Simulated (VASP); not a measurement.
# PbC2: the band gap up a ladder of functionals, part 7 of 8

Wanted: bands and gap of PbC2 from one functional after another. The cell is invented: it takes the structure of a Materials Project entry for CaC2 (space group 139 there), with some of its atoms replaced by other elements, volume scaled by an estimate. It may not be a known or stable phase. LASPH is on for some levels and off for others; the table marks which.

VASP 6.6.1, plane waves and PAW; the level of theory is named at each step.

So far, least gap on mesh and path (eV): step 3 (bands, level PBE, k 5×5×5) 1.81; step 11 (bands, level TPSS, k 5×5×5) 1.86; step 13 (bands, level r2SCAN-EpsX, k 5×5×5) 2.76; step 14 (bands, level r2SCAN50, k 5×5×5) 4.58; step 15 (bands, level PBE-EpsX, k 5×5×5) 2.53. The relaxed cell has a = 4.128, c = 6.755 Å (conventional setting).

### Step 16. Bands with PBE + SOC

This step: PBE, spin-orbit coupling; plane waves and PAW (Pb_d, C); invented cell (VASP 6.6.1).

Spin-orbit coupling needs spinors and the noncollinear program, where each band holds one electron.

INCAR

```
SYSTEM = PbC2
PREC = Accurate
ENCUT = 520
EDIFF = 1E-06
NELM = 100
ISMEAR = 0
SIGMA = 0.02
LREAL = .FALSE.
ALGO = Normal
GGA = PE
LNONCOLLINEAR = .TRUE.
MAGMOM = 0 0 0 0 0 0 0 0 0
NBANDS = 34
GGA_COMPAT = .FALSE.
LASPH = .TRUE.
LSORBIT = .TRUE.
LORBIT = 11
LWAVE = .FALSE.
LCHARG = .FALSE.
KPAR = 4
```

POSCAR

```
PbC2
1.0
   -2.0641848795      2.0641848795      3.3773085415
    2.0641848795     -2.0641848795      3.3773085415
    2.0641848795      2.0641848795     -3.3773085415
Pb C
1 2
Direct
    0.0000000000      0.0000000000      0.0000000000
    0.5940435273      0.5940435273      0.0000000000
    0.4059564727      0.4059564727      0.0000000000
```

KPOINTS

```
Automatic mesh
0
Gamma
7 7 7
0 0 0
```

KPOINTS_OPT

```
Line mode
16
Line-mode
Reciprocal
  0.00000000   0.00000000   0.00000000 GAMMA
  0.00000000   0.00000000   0.50000000 X

  0.00000000   0.00000000   0.50000000 X
 -0.18677800   0.18677800   0.50000000 Y

 -0.18677800   0.18677800   0.50000000 Y
 -0.34338900   0.34338900   0.34338900 S

 -0.34338900   0.34338900   0.34338900 S
  0.00000000   0.00000000   0.00000000 GAMMA

  0.00000000   0.00000000   0.00000000 GAMMA
  0.50000000   0.50000000  -0.50000000 Z

  0.50000000   0.50000000  -0.50000000 Z
  0.34338900   0.65661100  -0.34338900 S1

  0.34338900   0.65661100  -0.34338900 S1
  0.00000000   0.50000000   0.00000000 N

  0.00000000   0.50000000   0.00000000 N
  0.25000000   0.25000000   0.25000000 P

  0.25000000   0.25000000   0.25000000 P
  0.50000000   0.50000000  -0.18677800 Y1

  0.50000000   0.50000000  -0.18677800 Y1
  0.50000000   0.50000000  -0.50000000 Z

  0.00000000   0.00000000   0.50000000 X
  0.25000000   0.25000000   0.25000000 P
```

The projector-augmented-wave data sets are Pb_d and C (PBE family, release 64).

On the command line:

```sh
$ mpirun -np 4 vasp_ncl
```

Numbers of over 12 decimals in the logs are rounded to 6 here.

The log of the run:

```text
[... set-up lines as in an earlier step ...]
 entering main loop
       N       E                     dE             d eps       ncg     rms          rms(c)
DAV:   1     0.225156816383E+03    0.22516E+03   -0.99301E+03  2720   0.137E+03
DAV:   2     0.660467925020E+01   -0.21855E+03   -0.20560E+03  2848   0.380E+02
DAV:   3    -0.204253831889E+02   -0.27030E+02   -0.25912E+02  3600   0.148E+02
DAV:   4    -0.219080461964E+02   -0.14827E+01   -0.14692E+01  3316   0.358E+01
[...]
DAV:  12    -0.187061937867E+02   -0.61290E-04   -0.10647E-04  2928   0.963E-02    0.145E-02
DAV:  13    -0.187061938584E+02   -0.71654E-07   -0.13733E-05  3894   0.508E-02    0.589E-03
DAV:  14    -0.187061941989E+02   -0.34059E-06   -0.31485E-06  2514   0.130E-02
   1 F= -.18706194E+02 E0= -.18706194E+02  d E =-.810052E-26  mag=     0.0000    -0.0000     0.0000
 Start KPOINTS_OPT (optional k-point list driver)
k-point batch [1-40\176]
       N       E                     dE             ncg
DAV:   1     0.358844683684E+04   -0.19560E+05     2720
DAV:   2    -0.479046869901E+04   -0.83789E+04     2832
DAV:   3    -0.578762235934E+04   -0.99715E+03     3674
DAV:   4    -0.583755500890E+04   -0.49933E+02     3168
DAV:   5    -0.583971731256E+04   -0.21623E+01     3952
DAV:   6    -0.583974628616E+04   -0.28974E-01     3320
DAV:   7    -0.583974693370E+04   -0.64754E-03     4064
DAV:   8    -0.583974694283E+04   -0.91217E-05     3228
DAV:   9    -0.583974694302E+04   -0.19481E-06     2096
[...]
k-point batch [161-176\176]
       N       E                     dE             ncg
DAV:   1     0.181847325187E+05   -0.10627E+05     1088
DAV:   2     0.147969694499E+05   -0.33878E+04     1146
DAV:   3     0.144139828882E+05   -0.38299E+03     1402
DAV:   4     0.143934188296E+05   -0.20564E+02     1224
DAV:   5     0.143925486215E+05   -0.87021E+00     1576
DAV:   6     0.143925327204E+05   -0.15901E-01     1316
DAV:   7     0.143925324312E+05   -0.28917E-03     1616
DAV:   8     0.143925324264E+05   -0.48155E-05     1296
DAV:   9     0.143925324263E+05   -0.77369E-07      856
```

Wall time 89 s (4 MPI ranks of Intel Xeon 6975P-C (Granite Rapids), shared host); peak memory 1.9 GiB.

OUTCAR, selected parts (step 16):

```text
  Total        0.0103609      0.0103609     -0.0973256      0.0000000      0.0000000      0.0000000
  in kB        0.2883892      0.2883892     -2.7090033      0.0000000      0.0000000      0.0000000
  external PRESSURE =      -0.7107416 kB  Pullay stress =       0.0000000 kB

 POSITION                                       TOTAL-FORCE (eV/Angst)
 -----------------------------------------------------------------------------------
      0.00000      0.00000      0.00000         0.000000      0.000000      0.000000
      0.00000      0.00000      4.01254         0.000000      0.000000      0.003808
      0.00000      0.00000      2.74208        -0.000000     -0.000000     -0.003808
 -----------------------------------------------------------------------------------
    total drift:                               -0.000000      0.000000     -0.000000

  FREE ENERGIE OF THE ION-ELECTRON SYSTEM (eV)
  ---------------------------------------------------
  free  energy   TOTEN  =       -18.7061941989 eV

  energy  without entropy=      -18.7061941989  energy(sigma->0) =      -18.70619420

 magnetization (x)
# of ion       s       p       d       tot
------------------------------------------
    1        0.000  -0.000   0.000  -0.000
    2        0.000   0.000   0.000   0.000
    3        0.000   0.000   0.000   0.000
--------------------------------------------------
tot          0.000  -0.000   0.000  -0.000

 magnetization (y)
# of ion       s       p       d       tot
------------------------------------------
    1        0.000   0.000  -0.000   0.000
    2        0.000   0.000   0.000   0.000
    3        0.000   0.000   0.000   0.000
--------------------------------------------------
tot          0.000   0.000  -0.000   0.000

 magnetization (z)
# of ion       s       p       d       tot
------------------------------------------
    1        0.000   0.000   0.000   0.000
    2        0.000   0.000   0.000   0.000
    3        0.000   0.000   0.000   0.000
--------------------------------------------------
tot          0.000   0.000   0.000   0.000

[... 1 part as in an earlier step ...]

[... 2 further parts left out ...]
[key lines of the parts left out:]
E-fermi :   3.8235
```

LASPH is switched on together with spin-orbit coupling, so the change from the scalar run holds both. VASP adds spin-orbit coupling inside the spheres on scalar-relativistic partial waves, which describe the 6p1/2 states imperfectly, so such gaps can be off by a tenth of an eV or more.

Electronic bands along the path, in eV, zero at the valence-band top; v1 is the highest filled band, c1 the lowest empty one:

| point | v4 | v3 | v2 | v1 | c1 | c2 | c3 | c4 |
| --- | --- | --- | --- | --- | --- | --- | --- | --- |
| Γ | -2.36 | -2.36 | -0.14 | -0.14 | 3.12 | 3.12 | 3.84 | 3.84 |
| X | -3.41 | -3.41 | -0.49 | -0.49 | 2.22 | 2.22 | 3.74 | 3.74 |
| Y | -2.06 | -2.06 | -0.55 | -0.55 | 2.54 | 2.54 | 3.17 | 3.17 |
| S | -2.03 | -2.03 | -1.01 | -1.01 | 2.76 | 2.76 | 3.61 | 3.61 |
| Γ | -2.36 | -2.36 | -0.14 | -0.14 | 3.12 | 3.12 | 3.84 | 3.84 |
| Z | -3.11 | -3.11 | -0.66 | -0.66 | 4.28 | 4.28 | 5.78 | 5.78 |
| S1 | -2.03 | -2.03 | -1.01 | -1.01 | 2.76 | 2.76 | 3.61 | 3.61 |
| N | -2.12 | -2.12 | -0.83 | -0.83 | 1.50 | 1.50 | 2.95 | 2.95 |
| P | -3.07 | -3.07 | -2.42 | -2.42 | 3.21 | 3.21 | 3.38 | 3.38 |
| Y1 | -2.06 | -2.06 | -0.55 | -0.55 | 2.54 | 2.54 | 3.17 | 3.17 |
| Z | -3.11 | -3.11 | -0.66 | -0.66 | 4.28 | 4.28 | 5.78 | 5.78 |
| jump to X | -3.41 | -3.41 | -0.49 | -0.49 | 2.22 | 2.22 | 3.74 | 3.74 |
| P | -3.07 | -3.07 | -2.42 | -2.42 | 3.21 | 3.21 | 3.38 | 3.38 |

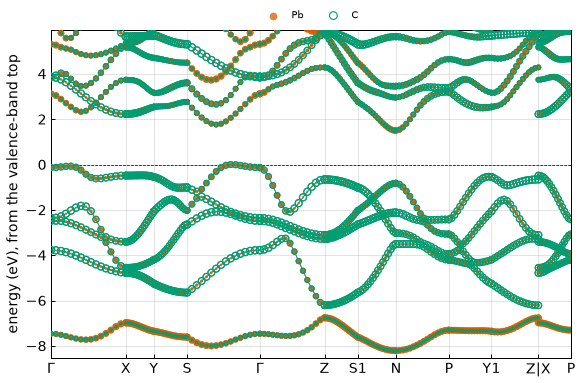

Electronic bands along the path; dots are coloured as in the legend, and their area grows with the weight.

The gap is 1.50 eV, indirect. Against PBE that is -0.31 eV, on another mesh; this run took 7.0 times the core time.

### Step 17. Bands with r2SCAN + SOC

This step: r2SCAN, spin-orbit coupling; plane waves and PAW (Pb_d, C); invented cell (VASP 6.6.1).

INCAR, as its differences from that of step 16:

```diff
@@ -9,3 +9,4 @@
 ALGO = Normal
-GGA = PE
+METAGGA = R2SCAN
+LASPH = .TRUE.
 LNONCOLLINEAR = .TRUE.
@@ -14,3 +15,2 @@
 GGA_COMPAT = .FALSE.
-LASPH = .TRUE.
 LSORBIT = .TRUE.
```

POSCAR is that of step 16.

KPOINTS is that of step 16.

KPOINTS_OPT is that of step 16.

On the command line:

```sh
$ mpirun -np 4 vasp_ncl
```

The log of the run:

```text
[... set-up lines as in an earlier step ...]
 entering main loop
       N       E                     dE             d eps       ncg     rms          rms(c)
DAV:   1     0.171887654237E+03    0.17189E+03   -0.10112E+04  2720   0.140E+03
DAV:   2    -0.521467723648E+02   -0.22403E+03   -0.21101E+03  2844   0.388E+02
DAV:   3    -0.793941520625E+02   -0.27247E+02   -0.26146E+02  3646   0.151E+02
DAV:   4    -0.808065125521E+02   -0.14124E+01   -0.14009E+01  3342   0.354E+01
[...]
DAV:  13    -0.729450610074E+02    0.92061E-05   -0.14032E-04  3056   0.119E-01    0.780E-03
DAV:  14    -0.729450623044E+02   -0.12971E-05   -0.61061E-06  2820   0.224E-02    0.268E-03
DAV:  15    -0.729450620989E+02    0.20556E-06   -0.30821E-07  1550   0.783E-03
   1 F= -.72945062E+02 E0= -.72945062E+02  d E =-.164592E-24  mag=     0.0000    -0.0000     0.0000
 Start KPOINTS_OPT (optional k-point list driver)
k-point batch [1-40\176]
       N       E                     dE             ncg
DAV:   1     0.341873938915E+04   -0.19730E+05     2720
DAV:   2    -0.525948804976E+04   -0.86782E+04     2848
DAV:   3    -0.629073784468E+04   -0.10312E+04     3648
DAV:   4    -0.634143461268E+04   -0.50697E+02     3120
DAV:   5    -0.634381160248E+04   -0.23770E+01     3968
DAV:   6    -0.634384763180E+04   -0.36029E-01     3304
DAV:   7    -0.634384851567E+04   -0.88387E-03     4048
DAV:   8    -0.634384852724E+04   -0.11574E-04     3202
DAV:   9    -0.634384852750E+04   -0.25432E-06     2184
[...]
k-point batch [161-176\176]
       N       E                     dE             ncg
DAV:   1     0.181162976013E+05   -0.10696E+05     1088
DAV:   2     0.146073011668E+05   -0.35090E+04     1144
DAV:   3     0.142113031266E+05   -0.39600E+03     1388
DAV:   4     0.141901109094E+05   -0.21192E+02     1208
DAV:   5     0.141891524734E+05   -0.95844E+00     1624
DAV:   6     0.141891401561E+05   -0.12317E-01     1306
DAV:   7     0.141891398454E+05   -0.31078E-03     1640
DAV:   8     0.141891398409E+05   -0.44666E-05     1280
DAV:   9     0.141891398408E+05   -0.97834E-07      840
```

Elapsed: 6.7 min, on 4 MPI ranks; peak memory 2.1 GiB.

Parts of OUTCAR (step 17):

```text
  Total       -0.3320236     -0.3320236     -0.9717253      0.0000000     -0.0000000      0.0000000
  in kB       -9.2416935     -9.2416935    -27.0474412      0.0000000     -0.0000000      0.0000000
  external PRESSURE =     -15.1769428 kB  Pullay stress =       0.0000000 kB

 POSITION                                       TOTAL-FORCE (eV/Angst)
 -----------------------------------------------------------------------------------
      0.00000      0.00000      0.00000         0.000000      0.000000      0.000000
      0.00000      0.00000      4.01254        -0.000000     -0.000000     -0.501720
      0.00000      0.00000      2.74208         0.000000      0.000000      0.501720
 -----------------------------------------------------------------------------------
    total drift:                               -0.000000      0.000000     -0.000000

  FREE ENERGIE OF THE ION-ELECTRON SYSTEM (eV)
  ---------------------------------------------------
  free  energy   TOTEN  =       -72.9450620989 eV

  energy  without entropy=      -72.9450620989  energy(sigma->0) =      -72.94506210

 magnetization (x)
# of ion       s       p       d       tot
------------------------------------------
    1       -0.000  -0.000  -0.000  -0.000
    2        0.000  -0.000   0.000  -0.000
    3        0.000  -0.000   0.000  -0.000
--------------------------------------------------
tot          0.000  -0.000  -0.000  -0.000

 magnetization (y)
# of ion       s       p       d       tot
------------------------------------------
    1        0.000   0.000   0.000   0.000
    2       -0.000   0.000   0.000   0.000
    3        0.000   0.000   0.000   0.000
--------------------------------------------------
tot         -0.000   0.000   0.000   0.000

 magnetization (z)
# of ion       s       p       d       tot
------------------------------------------
    1       -0.000   0.000   0.000  -0.000
    2        0.000   0.000   0.000   0.000
    3        0.000   0.000   0.000   0.000
--------------------------------------------------
tot         -0.000   0.000   0.000  -0.000

[... 2 parts as in an earlier step ...]

[... 1 further part left out ...]
[key lines of the parts left out:]
E-fermi :   3.6549
```

Electronic bands along the path, in eV, zero at the valence-band top; v1 is the highest filled band, c1 the lowest empty one:

| point | v4 | v3 | v2 | v1 | c1 | c2 | c3 | c4 |
| --- | --- | --- | --- | --- | --- | --- | --- | --- |
| Γ | -2.41 | -2.41 | -0.19 | -0.19 | 3.46 | 3.46 | 4.16 | 4.16 |
| X | -3.48 | -3.48 | -0.56 | -0.56 | 2.44 | 2.44 | 4.14 | 4.14 |
| Y | -2.11 | -2.11 | -0.58 | -0.58 | 2.80 | 2.80 | 3.48 | 3.48 |
| S | -2.02 | -2.02 | -1.09 | -1.09 | 3.07 | 3.07 | 3.91 | 3.91 |
| Γ | -2.41 | -2.41 | -0.19 | -0.19 | 3.46 | 3.46 | 4.16 | 4.16 |
| Z | -3.19 | -3.19 | -0.75 | -0.75 | 4.69 | 4.69 | 6.14 | 6.14 |
| S1 | -2.02 | -2.02 | -1.09 | -1.09 | 3.07 | 3.07 | 3.91 | 3.91 |
| N | -2.17 | -2.17 | -0.80 | -0.80 | 1.76 | 1.76 | 3.24 | 3.24 |
| P | -3.31 | -3.31 | -2.56 | -2.56 | 3.52 | 3.52 | 3.67 | 3.67 |
| Y1 | -2.11 | -2.11 | -0.58 | -0.58 | 2.80 | 2.80 | 3.48 | 3.48 |
| Z | -3.19 | -3.19 | -0.75 | -0.75 | 4.69 | 4.69 | 6.14 | 6.14 |
| jump to X | -3.48 | -3.48 | -0.56 | -0.56 | 2.44 | 2.44 | 4.14 | 4.14 |
| P | -3.31 | -3.31 | -2.56 | -2.56 | 3.52 | 3.52 | 3.67 | 3.67 |

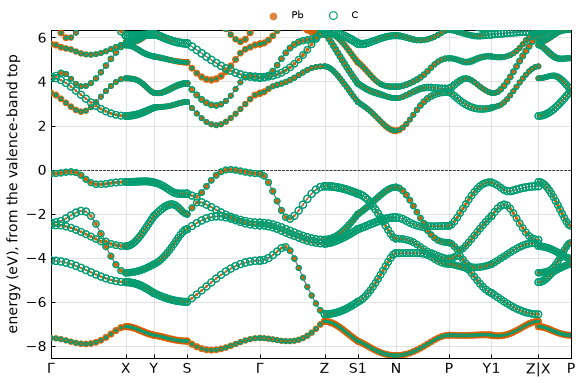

Electronic bands along the path; dots are coloured as in the legend, and their area grows with the weight.

The gap is 1.76 eV, indirect. Against r2SCAN that is -0.32 eV, on another mesh; this run took 9.1 times the core time.

### Step 18. Starting orbitals for the hybrid with PBE + SOC

This step: PBE, spin-orbit coupling; plane waves and PAW (Pb_d, C); invented cell (VASP 6.6.1).

Again a semilocal start for the hybrid that follows.

INCAR

```
SYSTEM = PbC2
PREC = Accurate
ENCUT = 520
EDIFF = 1E-05
NELM = 100
ISMEAR = 0
SIGMA = 0.02
LREAL = .FALSE.
ALGO = Normal
GGA = PE
LNONCOLLINEAR = .TRUE.
MAGMOM = 0 0 0 0 0 0 0 0 0
NBANDS = 34
GGA_COMPAT = .FALSE.
LASPH = .TRUE.
LSORBIT = .TRUE.
LORBIT = 11
LWAVE = .TRUE.
LCHARG = .FALSE.
KPAR = 4
```

POSCAR is that of step 17.

KPOINTS

```
Automatic mesh
0
Gamma
5 5 5
0 0 0
```

On the command line:

```sh
$ mpirun -np 4 vasp_ncl
```

The log of the run:

```text
[... set-up lines as in an earlier step ...]
 entering main loop
       N       E                     dE             d eps       ncg     rms          rms(c)
DAV:   1     0.228013680554E+03    0.22801E+03   -0.10003E+04  1224   0.137E+03
DAV:   2     0.754763453831E+01   -0.22047E+03   -0.20726E+03  1266   0.383E+02
DAV:   3    -0.203246172647E+02   -0.27872E+02   -0.26653E+02  1648   0.150E+02
DAV:   4    -0.219023350777E+02   -0.15777E+01   -0.15661E+01  1436   0.361E+01
DAV:   5    -0.219734482202E+02   -0.71113E-01   -0.71078E-01  1818   0.817E+00    0.842E+00
DAV:   6    -0.187634578024E+02    0.32100E+01   -0.47213E+00  1692   0.215E+01    0.342E+00
DAV:   7    -0.187101753136E+02    0.53282E-01   -0.17214E+00  1644   0.868E+00    0.176E+00
DAV:   8    -0.187246771102E+02   -0.14502E-01   -0.23754E-01  1732   0.518E+00    0.608E-01
DAV:   9    -0.187069422110E+02    0.17735E-01   -0.75657E-02  1656   0.282E+00    0.200E-01
DAV:  10    -0.187067068378E+02    0.23537E-03   -0.75025E-03  1336   0.651E-01    0.112E-01
DAV:  11    -0.187067086258E+02   -0.17880E-05   -0.94159E-04  1728   0.225E-01    0.410E-02
DAV:  12    -0.187067691293E+02   -0.60504E-04   -0.11926E-04  1286   0.977E-02    0.134E-02
DAV:  13    -0.187067690908E+02    0.38521E-07   -0.83090E-06   978   0.427E-02
   1 F= -.18706769E+02 E0= -.18706769E+02  d E =-.411266E-32  mag=    -0.0000    -0.0000     0.0000
 writing wavefunctions
```

Run time: 20 s. Hardware: 4 MPI ranks; peak memory 1.6 GiB; 78 s of CPU time.

From OUTCAR (step 18):

```text
   k-points           NKPTS =     18   k-points in BZ     NKDIM =     18   number of bands    NBANDS=     34

   NELECT =      22.0000    total number of electrons

 E-fermi :   3.7091

 k-point     1 :       0.0000    0.0000    0.0000
  band No.  band energies     occupation
    ...
     18       1.1949      1.00000
     19       1.3220      1.00000
     20       1.3220      1.00000
     21       3.5476      1.00000
     22       3.5476      1.00000
     23       6.8031      0.00000
     24       6.8031      0.00000
     25       7.5264      0.00000
     26       7.5264      0.00000
     27       7.5630      0.00000
    ...

  Total        0.0050803      0.0050803     -0.0950722      0.0000000      0.0000000      0.0000000
  in kB        0.1414081      0.1414081     -2.6462819      0.0000000      0.0000000      0.0000000
  external PRESSURE =      -0.7878219 kB  Pullay stress =       0.0000000 kB

 POSITION                                       TOTAL-FORCE (eV/Angst)
 -----------------------------------------------------------------------------------
      0.00000      0.00000      0.00000         0.000000      0.000000      0.000000
      0.00000      0.00000      4.01254        -0.000000     -0.000000      0.002704
      0.00000      0.00000      2.74208         0.000000      0.000000     -0.002704
 -----------------------------------------------------------------------------------
    total drift:                               -0.000000      0.000000     -0.000000

  FREE ENERGIE OF THE ION-ELECTRON SYSTEM (eV)
  ---------------------------------------------------
  free  energy   TOTEN  =       -18.7067690908 eV

  energy  without entropy=      -18.7067690908  energy(sigma->0) =      -18.70676909

 Spin-Orbit-Coupling matrix elements
 Ion:    1  E_soc:     -0.7007999
 Ion:    2  E_soc:     -0.0000627
 Ion:    3  E_soc:     -0.0000627

 magnetization (x)
# of ion       s       p       d       tot
------------------------------------------
    1       -0.000   0.000   0.000  -0.000
    2        0.000   0.000   0.000   0.000
    3        0.000   0.000   0.000   0.000
--------------------------------------------------
tot          0.000   0.000   0.000   0.000

 magnetization (y)
# of ion       s       p       d       tot
------------------------------------------
    1        0.000  -0.000   0.000   0.000
    2       -0.000  -0.000   0.000  -0.000
    3       -0.000  -0.000   0.000  -0.000
--------------------------------------------------
tot         -0.000  -0.000   0.000  -0.000

 magnetization (z)
# of ion       s       p       d       tot
------------------------------------------
    1        0.000   0.000  -0.000  -0.000
    2        0.000   0.000   0.000   0.000
    3        0.000   0.000   0.000   0.000
--------------------------------------------------
tot          0.000   0.000  -0.000  -0.000

[... 7 parts as in an earlier step ...]

[... 9 further parts left out ...]
```

This step gave:

- SCF cycles: 13
- irreducible k-points: 18
- free energy (TOTEN): -18.71 eV
- Fermi energy: 3.709 eV
- pressure: -0.07878 GPa
- valence top at k: 0, 0, 0
- conduction bottom at k: 0.4, 0, 0
- least direct gap at k: -0.2, 0.2, 0.2
- gap on the k-mesh: 1.848 eV
- least direct gap on the k-mesh: 2.018 eV

On-site spin-orbit energy by atom:

| atom | on-site spin-orbit energy (eV) |
| --- | --- |
| Pb1 | -0.701 |
| C2 | 0.000 |
| C3 | 0.000 |

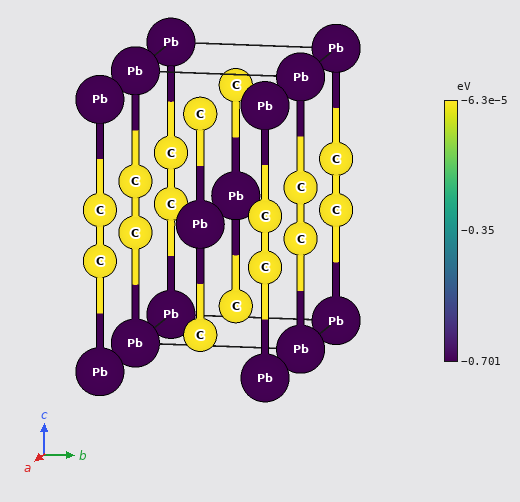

Atoms coloured by on-site spin-orbit energy. 2×1×1 conventional cells are drawn. Some periodic images of atoms are drawn too.

(Continued in part 8 of 8.)

[Lines on the potential files, build, host, timing and source positions are cut from VASP's logs without a mark.]

[Logs are printed without paths, hosts, clocks, repeated set-up lines and the standing remarks that a program may print on its own settings, such as how far it seeks lower states.]

[Hosts, paths, dates, database ids (printed as entryN), source tags and the programs' standing remarks are cut or masked in the printed files.]

[A measured line is paired with the nearest computed mode of its activity, which favours agreement.]
